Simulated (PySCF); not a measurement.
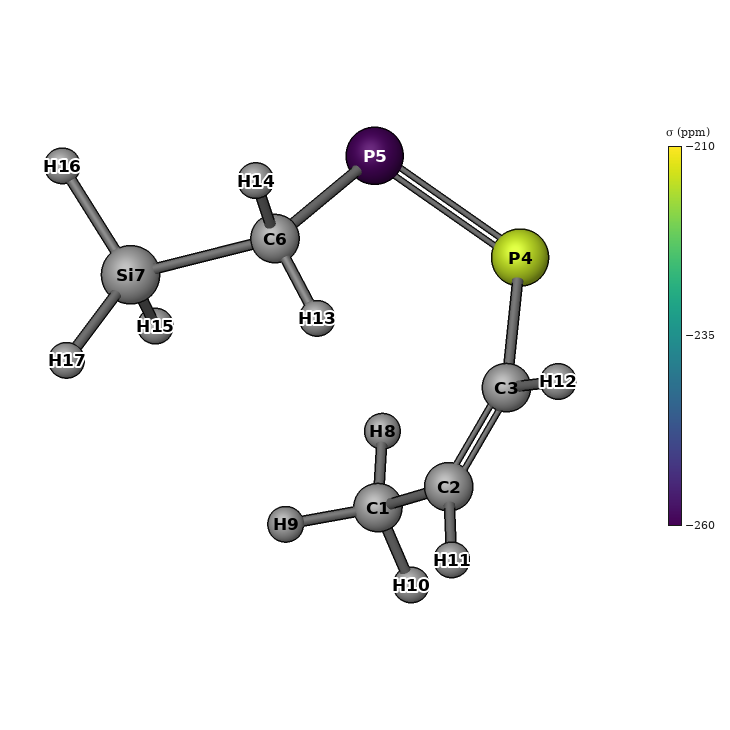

Atoms are coloured by their isotropic NMR shieldings (P only, the others grey). Computed geometry: GFN2-xTB optimisation. No frequency run is at hand to confirm it as a minimum. Method: GIAO PBE0/pcSseg-1 NMR shielding, non-relativistic, gas phase (PySCF 2.14.0).

Give the isotropic NMR shieldings of the P atoms atom by atom.

| atom | σ (ppm) |
| --- | --- |
| P4 | −214.8 |
| P5 | −259.4 |

The geometry is semi-empirical. Around P, Si such bond lengths and angles can be off by a tenth of an ångström or more and by several degrees, and values that hang on the shape move with them.
